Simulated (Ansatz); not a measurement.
Start from LuAgSe₂ (space group R-3m, No. 166; a = 4.0351 Å, c = 18.9812 Å (hexagonal axes); a hypothetical phase, not in the database extracts checked). Axes: x lies along a and z along c of the hexagonal cell.

Structures relaxed with Ansatz (a program for electronic structure), PBEsol, PAW, cutoff 420 eV, no spin-orbit coupling.

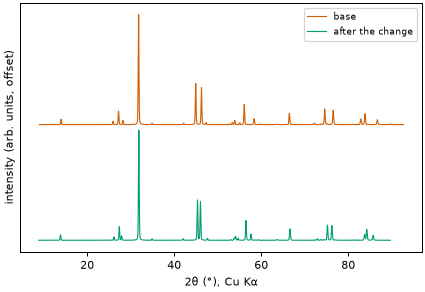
Figure: Simulated powder patterns before (top) and after one change

Problem. Which change produced these results?
A. isotropic strain −3.89 %
B. uniaxial strain ε_yy = −4.25 %
C. biaxial strain −0.85 %, plane normal [001], relaxed out of plane

Solution. C, biaxial strain −0.85 %, plane normal [001], relaxed out of plane. Its volume per atom is 22.17 Å³ against 22.30 Å³, and its space group is R-3m (No. 166).

Stability against distortions was not tested.
